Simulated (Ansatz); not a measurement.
# Re(0001) with 2 thermally displaced layers, 2x2: scattering by thermal displacements

Wanted: the phonon-limited resistivity of Re at 800 K by the Landauer route.

Calculated with Ansatz 0.2.0; Ansatz plane-wave DFT, PBE, PAW files; ballistic transport by layer matching (Landauer), zero bias; PAW set soft_1.

**1. The structure**

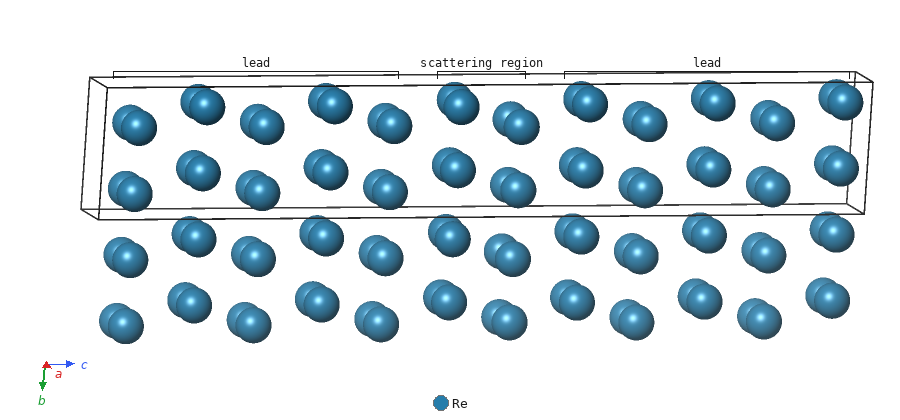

Start, viewed from the side, with the c axis across the page; rhenium blue. 1×2×1 cells are drawn.

The cell holds 48 atoms: 48 Re. Its edges and angles: a = 5.522 Å, b = 5.522 Å, c = 26.749 Å, α = 90.0°, β = 90.0°, γ = 120.0°. It derives from Re. Regions: lead, 40 atoms (40 Re); scattering region, 8 atoms (8 Re). The structure is stacked along c, and the current runs across the ab planes.

**2. With 2 displaced layers**

Each atom of 2 layers is moved at random, by amounts drawn from a normal law 0.0584 Å wide in each direction from the Debye model (430 K) at 800 K. The layers about the cell's end stay perfect and serve as the lead. Disorder leaves little or no symmetry, which makes such runs dear. Energies from -0.05 to 0.05 eV in steps of 0.05 eV are too few for the program's thermal sum, so it prints no conductance; for a metal the transmission near the Fermi level serves, at a fraction of the cost.

Contents of input.yaml:

```yaml
crystal:
  lattice:
    - [5.5216, 0.0, 0.0]
    - [-2.7608, 4.7818458695, 0.0]
    - [0.0, 0.0, 26.7492]
  atoms:
    - { symbol: Re, position: [0.1666666667, 0.3333333333, 0.0416666667] }
    - { symbol: Re, position: [0.1666666667, 0.8333333333, 0.0416666667] }
    - { symbol: Re, position: [0.6666666667, 0.3333333333, 0.0416666667] }
    - { symbol: Re, position: [0.6666666667, 0.8333333333, 0.0416666667] }
    - { symbol: Re, position: [0.3333333333, 0.1666666667, 0.125] }
    - { symbol: Re, position: [0.3333333333, 0.6666666667, 0.125] }
    - { symbol: Re, position: [0.8333333333, 0.1666666667, 0.125] }
    - { symbol: Re, position: [0.8333333333, 0.6666666667, 0.125] }
    - { symbol: Re, position: [0.1666666667, 0.3333333333, 0.2083333333] }
    - { symbol: Re, position: [0.1666666667, 0.8333333333, 0.2083333333] }
    - { symbol: Re, position: [0.6666666667, 0.3333333333, 0.2083333333] }
    - { symbol: Re, position: [0.6666666667, 0.8333333333, 0.2083333333] }
    - { symbol: Re, position: [0.3333333333, 0.1666666667, 0.2916666667] }
    - { symbol: Re, position: [0.3333333333, 0.6666666667, 0.2916666667] }
    - { symbol: Re, position: [0.8333333333, 0.1666666667, 0.2916666667] }
    - { symbol: Re, position: [0.8333333333, 0.6666666667, 0.2916666667] }
    - { symbol: Re, position: [0.1666666667, 0.3333333333, 0.375] }
    - { symbol: Re, position: [0.1666666667, 0.8333333333, 0.375] }
    - { symbol: Re, position: [0.6666666667, 0.3333333333, 0.375] }
    - { symbol: Re, position: [0.6666666667, 0.8333333333, 0.375] }
    - { symbol: Re, position: [0.3338562874, 0.1650537849, 0.4597311016] }
    - { symbol: Re, position: [0.3311724624, 0.6601266245, 0.4591225404] }
    - { symbol: Re, position: [0.8529025421, 0.178229675, 0.4567973808] }
    - { symbol: Re, position: [0.8161487243, 0.659057045, 0.4584235302] }
    - { symbol: Re, position: [0.1407475783, 0.3306620835, 0.5389473768] }
    - { symbol: Re, position: [0.1556016596, 0.8266884198, 0.5409763189] }
    - { symbol: Re, position: [0.6773830742, 0.3460614857, 0.5413861306] }
    - { symbol: Re, position: [0.6770541067, 0.8252119035, 0.5424338626] }
    - { symbol: Re, position: [0.3333333333, 0.1666666667, 0.625] }
    - { symbol: Re, position: [0.3333333333, 0.6666666667, 0.625] }
    - { symbol: Re, position: [0.8333333333, 0.1666666667, 0.625] }
    - { symbol: Re, position: [0.8333333333, 0.6666666667, 0.625] }
    - { symbol: Re, position: [0.1666666667, 0.3333333333, 0.7083333333] }
    - { symbol: Re, position: [0.1666666667, 0.8333333333, 0.7083333333] }
    - { symbol: Re, position: [0.6666666667, 0.3333333333, 0.7083333333] }
    - { symbol: Re, position: [0.6666666667, 0.8333333333, 0.7083333333] }
    - { symbol: Re, position: [0.3333333333, 0.1666666667, 0.7916666667] }
    - { symbol: Re, position: [0.3333333333, 0.6666666667, 0.7916666667] }
    - { symbol: Re, position: [0.8333333333, 0.1666666667, 0.7916666667] }
    - { symbol: Re, position: [0.8333333333, 0.6666666667, 0.7916666667] }
    - { symbol: Re, position: [0.1666666667, 0.3333333333, 0.875] }
    - { symbol: Re, position: [0.1666666667, 0.8333333333, 0.875] }
    - { symbol: Re, position: [0.6666666667, 0.3333333333, 0.875] }
    - { symbol: Re, position: [0.6666666667, 0.8333333333, 0.875] }
    - { symbol: Re, position: [0.3333333333, 0.1666666667, 0.9583333333] }
    - { symbol: Re, position: [0.3333333333, 0.6666666667, 0.9583333333] }
    - { symbol: Re, position: [0.8333333333, 0.1666666667, 0.9583333333] }
    - { symbol: Re, position: [0.8333333333, 0.6666666667, 0.9583333333] }
kpoints:
  mp_grid: { grid: [5, 5, 1] }
hamiltonian:
  xc: pbe
  pseudopotentials: { kind: paw, azcp: { folder: soft_1 } }
scf:
  occupations: { method: fermi_dirac, width: 0.1 }
output:
  transmission:
    leads: [[0, 8]]
    kmesh: [10, 10]
    e_range: [-0.05, 0.05]
    de: 0.05
  write_potential: true
  write_density: true
  volumetric_format: npy
  elf: true
```

On the command line:

```bash
$ ansatz run input.yaml --threads 4 --pin off --max-ram 15360MiB --backend cpu --events-out ev --progress --plain --runs-dir out
```

Numbers of over 12 decimals in the logs are rounded to 6 here.

What it wrote:

```text
Engine: ansatz 0.2.0, x86_64-unknown-linux-gnu
Pseudopotentials: kind: paw
Pseudopotential: Re, paw, valence charge 15, recommended cutoff 420 eV (normal), soft_1/Re.paw.azcp
Functional definition: PBE
  parameter kappa = 0.804
  parameter beta = 0.066725
  exchange = pbe_x(kappa = kappa, mu = beta*pi^2/3)
  correlation = pbe_c(beta = beta)
Crystal: 48 atoms, lattice volume = 706.271 Å³
Basis set: ecut = 420 eV, 13787 PW (Γ)
Bands: 432, of which v1, the nominal top of the filled ones, is band 360 counted from 1 (359 counted from 0)
Symmetry: 1 space group operations
Space group: P1 (ITA 1), of the structure as read, at distance tolerance 8.9e-5 Å
k-points: 13 of 25 (time reversal used)
Non-local potential: Re, projectors of the file, l = 0: 3, l = 1: 2, l = 2: 2, l = 3: 1
PAW form: soft (Blöchl's): semilocal exchange-correlation on the pseudo side does not see the compensation charge
PAW one-centre angular grid: Re, 590 points (default); XC on 64 Gauss nodes
Initial density: superposition of atomic densities (chi_scale 0.1, normalization cell)
Initial wavefunctions: pseudopotential atomic-orbital guess
Functional: x = pbe(κ = 0.804, μ = 0.219515), c = pbe(β = 0.066725)
SCF iter   1: F=—  HF=-521735.030458 eV  |F-HF|=—  |Δ(HF+E_count)|=         —  Δρ=6.04e-2  dr2=2.43e1  ethr=3.10e-3  ⟨swp⟩=5.0  Hψ=16856  notcnv=0
preconditioner: auto → Kerker (q_TF=auto, 2.737 Å⁻¹)  [metal: Δε(μ)=0.030 eV  Ē_g=5.683 eV  σ=0.100 eV  W_gap=0.07  n_scr=268 (ndim 8)  ℏωp=25.6 eV  f_vac=0.000  D(μ)=41.51/eV (n_scr^D=392)]
SCF iter   2: F=—  HF=-521728.809488 eV  |F-HF|=—  |Δ(HF+E_count)|=    6.22e0  Δρ=3.48e-2  dr2=7.76e0  ethr=3.10e-3  ⟨swp⟩=2.0  Hψ=6925  notcnv=0  defer=277
SCF iter   3: F=—  HF=-521726.184246 eV  |F-HF|=—  |Δ(HF+E_count)|=    2.63e0  Δρ=3.46e-3  dr2=3.43e-2  ethr=1.08e-3  ⟨swp⟩=3.0  Hψ=10538  notcnv=0  defer=277
SCF iter   4: F=—  HF=-521726.195194 eV  |F-HF|=—  |Δ(HF+E_count)|=   1.09e-2  Δρ=5.36e-4  dr2=1.85e-3  ethr=4.76e-6  ⟨swp⟩=2.5  Hψ=10128  notcnv=0  defer=243
SCF iter   5: F=—  HF=-521726.194925 eV  |F-HF|=—  |Δ(HF+E_count)|=   2.69e-4  Δρ=8.74e-5  dr2=3.63e-5  ethr=2.58e-7  ⟨swp⟩=2.5  Hψ=9748  notcnv=0  defer=243
SCF iter   6: F=—  HF=-521726.196473 eV  |F-HF|=—  |Δ(HF+E_count)|=   1.55e-3  Δρ=1.32e-5  dr2=1.43e-6  ethr=5.04e-9  ⟨swp⟩=2.5  Hψ=9735  notcnv=0  defer=243
SCF iter   7: F=-521726.196473 eV  HF=-521726.196473 eV  |F-HF|=3.10e-8  |Δ(HF+E_count)|=   3.76e-8  Δρ=2.32e-6  dr2=5.16e-8  ethr=1.39e-11  ⟨swp⟩=8.6  Hψ=15526  notcnv=0
SCF 1 converged in 7 iterations: F = -521726.196473 eV  dr2 = 5.16e-8
  greatest PAW one-centre occupation: 1.000 electrons in one spin orbital (limit 2), on the Re atom at site 24 (counted from 0), in its partial waves of l = 0
transmission: 261 of 2600 steps passed
transmission: 520 of 2600 steps passed
[...]
transmission: 2600 of 2600 steps passed
SCF converged after 7 iterations
Free energy (F): -521726.196473 eV
Harris-Foulkes:  -521726.196473 eV  (|F-HF|=3.10e-8)
Internal energy: -521724.867775 eV  (E = F + TS)
E sigma→0 (E₀):  -521725.532124 eV
Entropy (-TS):   -1.328698 eV (-27.681 meV/atom)
Fermi energy:    24.057303 eV
--- Per-component energies (eV) ---
  E_band       = -3396.889946
  E_kinetic    = 25124.001648
  E_local      = -37121.965967  (includes V_loc(G=0)·N_el)
  E_nonlocal   = 3848.182532
  E_hartree    = 12983.865293
  E_xc         = -17124.467602
  E_vxc        = -13937.331959  (∫ρ·V_xc dr)
  E_paw        = -417822.548870  (= ΣΔE_a)
  E_vpaw       = -7277.489463  (= ΣTr[D̂ρ^β])
  E_aug_tail   = 0.002482  (compensation charges beyond the density's cutoff)
  E_ewald      = -91611.937291
  E_smearing   = -1.328698  (= −TS)
  E_closure    = -0.000000  (closes the sum)
  Σ components = -521726.196473   (vs F -521726.196473, Δ=0.00e0)
--- Band table (eV; the first three rows and the last of 13) ---
  k-point 0: bands = [... 356 lower, 24.4595, 24.4700, 24.6528, 24.6679, 24.6767, 24.6856, 24.7171, 24.9369, ... 68 higher]
  k-point 1: bands = [... 356 lower, 24.1287, 24.1730, 24.1964, 24.2954, 24.3248, 24.3375, 24.3521, 24.4212, ... 68 higher]
  k-point 2: bands = [... 356 lower, 23.6381, 23.6764, 23.8587, 23.8661, 23.9092, 23.9467, 23.9918, 23.9987, ... 68 higher]
  k-point 12: bands = [... 356 lower, 23.7203, 23.8159, 23.8243, 23.8543, 23.8797, 24.0975, 24.1499, 24.1671, ... 68 higher]
--- Transmission ---
  basis      : 235 plane waves across, 50 finite elements along
  points     : 52, standing for a mesh of 10 x 10
  energies   : 3 from -0.050000 to 0.050000 eV about the Fermi level, 0.050000 eV apart; the leads are filled to 0.000000 eV, and channels, transmission and decay are at 0.000000 eV
  crystal 0  : Re8, at the sites [0, 8], period 4.4582 Å, over 22.29 Å; its Hamiltonian steps by up to 9.6 meV
    offset         : up to 0.0000 Å between an atom of the period and one for which it stands
    channels       : 5.380000e0 a spin
    conductance    : none, the energies end too early or step too widely for 300 K: set another output.transmission.e_range or a lower de, or, where they end at an eighth of basis.ecutwfc, a higher one
  junction   : crystal 0 to crystal 0, 0.70 to 22.99 Å
    transmission   : 4.788935e0 a spin
    conductance    : none, the energies end too early or step too widely for 300 K: set another output.transmission.e_range or a lower de, or, where they end at an eighth of basis.ecutwfc, a higher one
```

Wall time 7.4 min (4 threads of Intel Xeon Platinum 8559C (Emerald Rapids), shared host); peak memory 6.5 GiB.

Numbers from this step:

- free energy: -521726.1965 eV
- energy at zero smearing: -521725.5321 eV
- Fermi energy: 24.06 eV
- cell area: 26.40 Å²
- transmission per spin nearest the Fermi level: 4.789
- open channels per spin nearest the Fermi level: 5.38
- step of the lead's potential: 9.6 meV

Per spin. The transmission, zone mean by energy, zero at the Fermi level:

```tsv
energy (eV)	transmission, zone mean
-0.0500	4.57
0.0000	4.79
0.0500	4.58
```

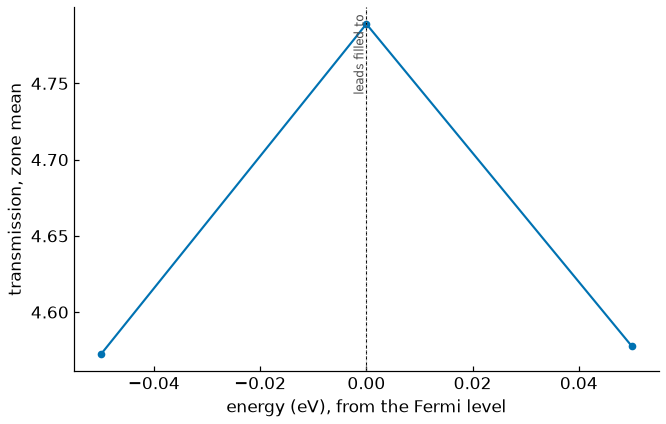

Transmission, zone mean against energy.

Per spin. The open channels, zone mean, lead by energy, zero at the Fermi level:

```tsv
energy (eV)	open channels, zone mean, lead
-0.0500	5.2
0.0000	5.38
0.0500	5.14
```

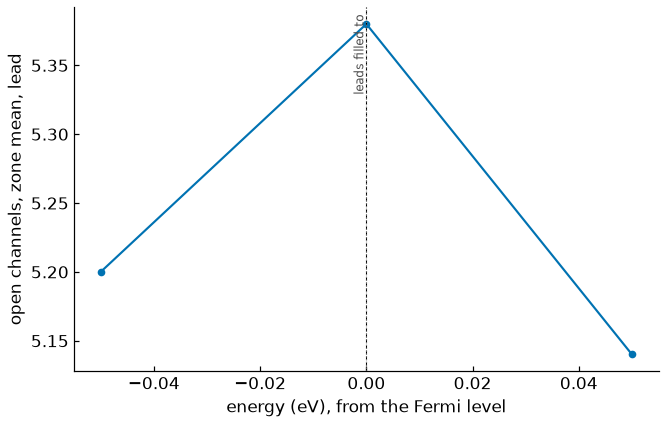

Open channels, zone mean, lead, plotted against energy.

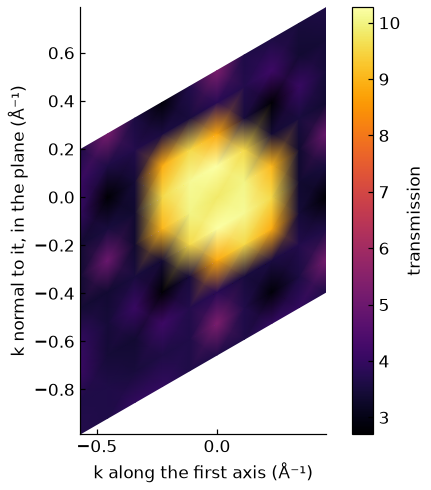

Transmission over k1 and k2. At 0.0000 eV from the Fermi level.

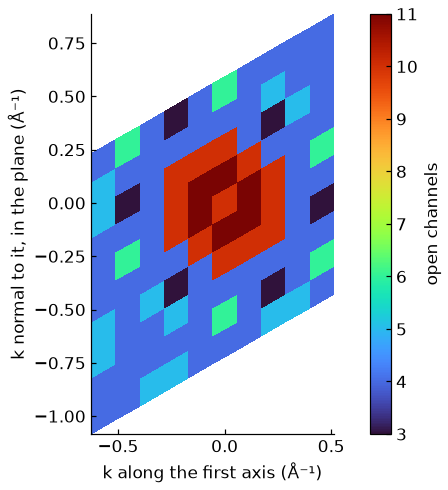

Open channels over k1 and k2. At 0.0000 eV from the Fermi level.

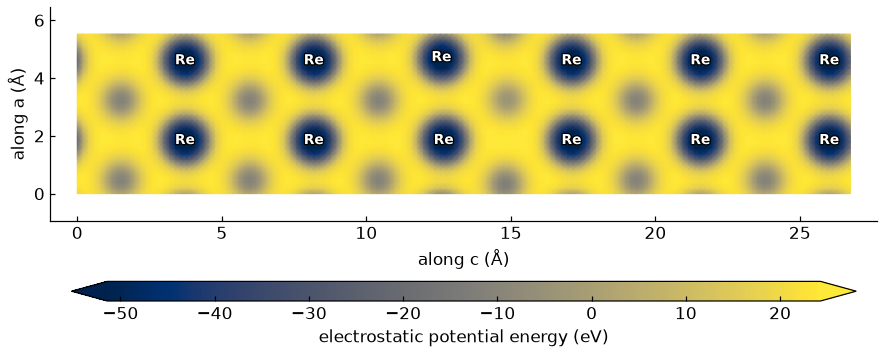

Electrostatic potential energy in the ca plane at fractional y = 0.165, with atoms of Re within 0.2 Å of it. With pseudopotentials it is smooth inside the atoms' cores, unlike the true potential.

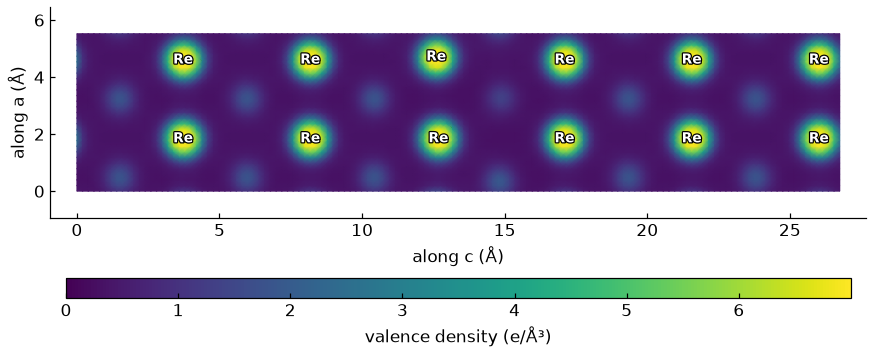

Valence density in the ca plane at fractional y = 0.165, with atoms of Re within 0.2 Å of it. It is the smooth field of the valence electrons, not physical close to the nuclei.

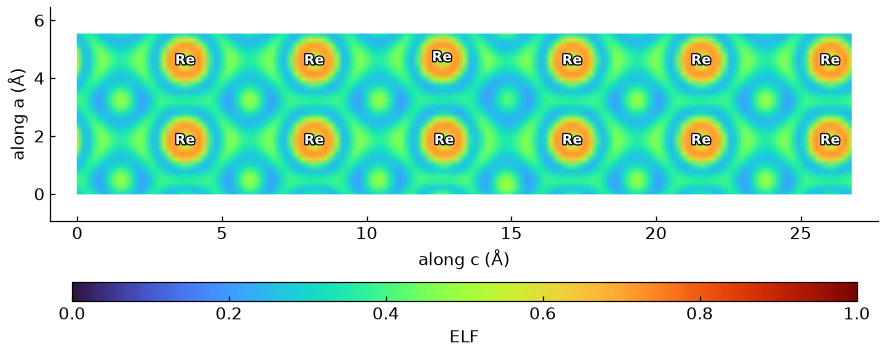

ELF in the ca plane at fractional y = 0.165, with atoms of Re within 0.2 Å of it. It is the smooth field of the valence electrons, not physical close to the nuclei.

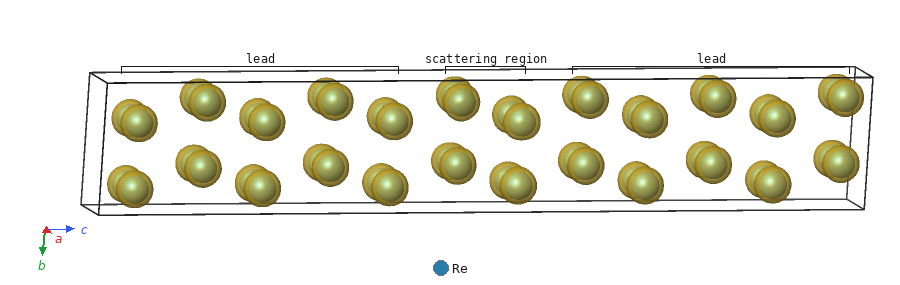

Surface of ELF = 0.65.

Over the solved energies the transmission per spin lies between 4.57 and 4.79, out of 5.24 channels of the lead on average (up to 5.38).

(Continued in part 2 of 2.)

[Logs are printed without paths, hosts, clocks, repeated set-up lines and the standing remarks that a program may print on its own settings, such as how far it seeks lower states.]

[Hosts, paths, dates, database ids (printed as entryN), source tags and the programs' standing remarks are cut or masked in the printed files.]
